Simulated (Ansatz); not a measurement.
```yaml
atoms:
  - { symbol: C, position_ang: [-1.1520, -1.7320, 0.3261] }
  - { symbol: Si, position_ang: [0.5803, -1.0007, 0.1916] }
  - { symbol: C, position_ang: [0.5744, 0.4824, -0.9941] }
  - { symbol: O, position_ang: [1.4681, 1.6557, -0.5684] }
  - { symbol: B, position_ang: [-0.2493, 1.7861, -0.6881] }
  - { symbol: F, position_ang: [-0.7901, 1.9246, 0.5637] }
  - { symbol: H, position_ang: [-1.1687, -2.5856, 1.0331] }
  - { symbol: H, position_ang: [-1.5057, -2.0963, -0.6597] }
  - { symbol: H, position_ang: [-1.8587, -0.9579, 0.6864] }
  - { symbol: H, position_ang: [1.0476, -0.4513, 1.5210] }
  - { symbol: H, position_ang: [1.5777, -2.0451, -0.2399] }
  - { symbol: H, position_ang: [0.8275, 0.2717, -2.0488] }
  - { symbol: H, position_ang: [1.6369, 1.5438, 0.3936] }
  - { symbol: H, position_ang: [-0.5596, 2.5945, -1.5415] }
```

Theory: RKS PBE/def2-SVP in Ansatz.

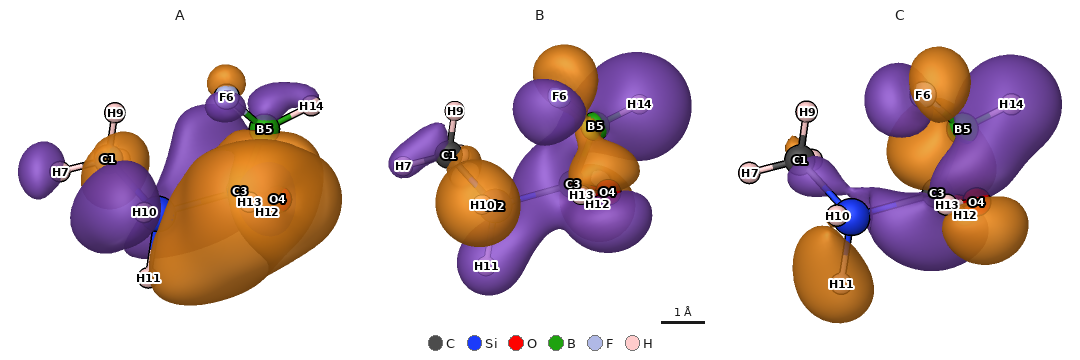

C2H8BFOSi. Three frontier orbitals at ±0.06 Å⁻³ᐟ² (orange and purple are the two phases), in no order.

Order the three orbitals by energy and name them.

Answer. B is the HOMO−1 (−7.63 eV). By Hirshfeld shares it lies mainly on F6 (about 20 %), H14 (about 20 %), O4 (about 15 %), B5 (about 15 %), C3 (about 5 %) and Si2 (about 5 %). C is the HOMO (−6.36 eV). By Hirshfeld shares it lies mainly on C3 (about 30 %), B5 (about 20 %), O4 (about 15 %), F6 (about 15 %) and H14 (about 5 %). A is the LUMO (−0.74 eV). By Hirshfeld shares it lies mainly on C3 (about 20 %), Si2 (about 20 %), O4 (about 20 %), H13 (about 10 %) and C1 (about 5 %).

What is the HOMO–LUMO gap?

Answer. 5.62 eV between the orbital energies.
